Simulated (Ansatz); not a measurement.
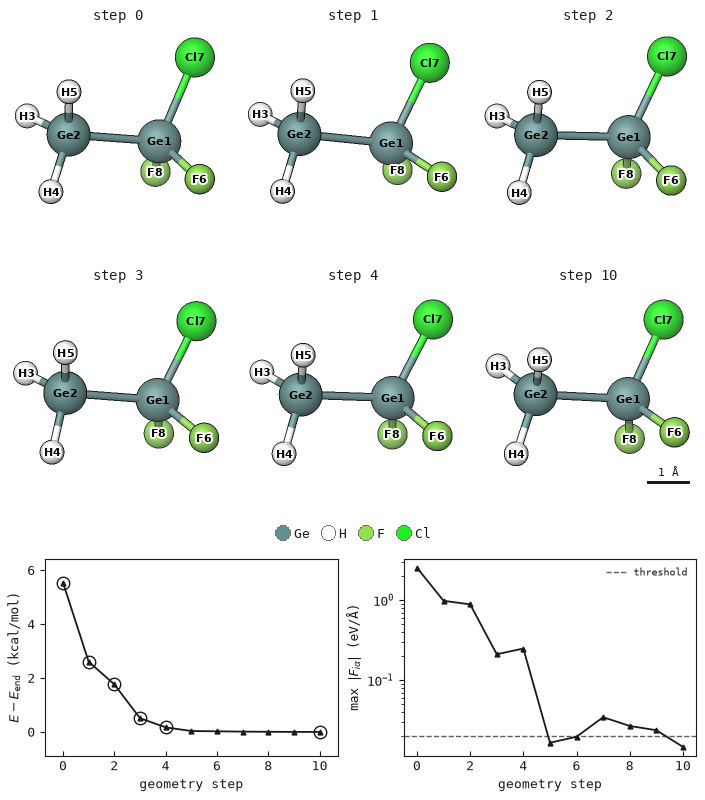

Frames of a relaxation of Ge2H3ClF2, marked on the history of the run. A ball-and-stick model, seen at a tilt.

The run prepares the start of a later molecular dynamics calculation, from a guessed geometry.

Computed with Ansatz 0.2.0, RKS PBE/def2-SVP.

Input
```yaml
crystal:
  periodic: [false, false, false]
  atoms:
    - { symbol: Ge, position_ang: [0.0, 0.0, 0.0] }
    - { symbol: Ge, position_ang: [0.0, 0.0, 2.4] }
    - { symbol: H, position_ang: [-1.3958, -0.4318, 2.9174] }
    - { symbol: H, position_ang: [1.0719, -0.9929, 2.9174] }
    - { symbol: H, position_ang: [0.324, 1.4247, 2.9174] }
    - { symbol: F, position_ang: [1.5842, 0.0, -0.5594] }
    - { symbol: Cl, position_ang: [-1.0456, 1.8115, -0.7393] }
    - { symbol: F, position_ang: [-0.7913, -1.3709, -0.5594] }
basis:
  gaussian: { orbitals: def2-SVP }
hamiltonian:
  xc: pbe
relax:
  f_tol: 0.02
  max_steps: 40
```

Command:
```bash
ansatz run input.yaml --threads 4 --pin off --max-ram 5120MiB --backend cpu --events-out ev --progress --plain --runs-dir out
```

Question: Describe the path.

Answer: The largest moves after the best rigid fit, 0.26 Å, are those of H4 and H5. Largest moves by element: H 0.26 Å, Cl 0.25 Å, F 0.22 Å, Ge 0.08 Å. Among the contacts that change: Ge1–F6 1.680 → 1.751 Å, Ge1–Cl7 2.218 → 2.164 Å, Ge1–Ge2 2.400 → 2.437 Å, Ge2–H3 1.550 → 1.545 Å. Among the angles between lasting bonds that change: F6–Ge1–F8 109.5° → 104.0°, Ge2–Ge1–Cl7 109.5° → 114.4°, F6–Ge1–Cl7 109.5° → 106.9°. Over 10 geometry steps the energy falls by 5.54 kcal/mol. The largest force component goes from 2.5 to 0.015 eV/Å. The forces were under the threshold at step 5, but the run went on from there. From step 0 to 1: F atoms move most (0.19 Å), energy −2.93 kcal/mol. From step 1 to 2: F atoms move most (0.18 Å), energy −0.84 kcal/mol. From step 2 to 3: H and Cl atoms move most (0.13 Å), energy −1.25 kcal/mol. From step 3 to 4: H5 moves most (0.09 Å), energy −0.34 kcal/mol. From step 4 to 10: H3 moves most (0.16 Å), energy −0.17 kcal/mol.

| step | E − E(0), kcal/mol | largest force component, eV/Å |
| --- | --- | --- |
| 0 | 0.00 | 2.5388 |
| 1 | -2.93 | 0.9801 |
| 2 | -3.77 | 0.8862 |
| 3 | -5.03 | 0.2108 |
| 4 | -5.37 | 0.2487 |
| 5 | -5.50 | 0.0166 |
| 6 | -5.51 | 0.0197 |
| 7 | -5.53 | 0.0345 |
| 8 | -5.53 | 0.0269 |
| 9 | -5.54 | 0.0238 |
| 10 | -5.54 | 0.0147 |
